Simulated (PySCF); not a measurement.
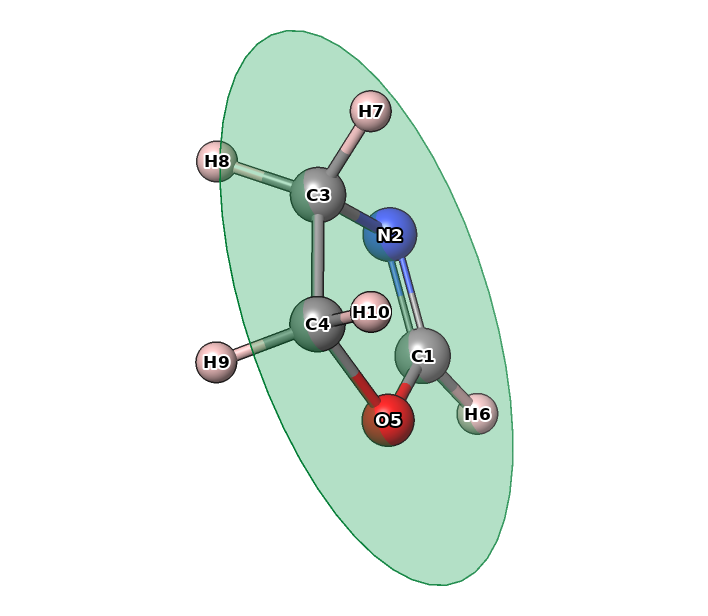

A disc through the centre of mass is drawn in. Depth is shown by fading: the farther an atom, the more it takes the colour of the background. Computed geometry: GFN2-xTB optimisation. No frequency run is at hand to confirm it as a minimum.

Question: Is the plane of the disc a mirror plane of the structure?

Answer: Yes. The reflection leaves C1, N2, C3, C4, O5, H6 in place and moves H7 ↔ H8; H9 ↔ H10. The point group is Cs.
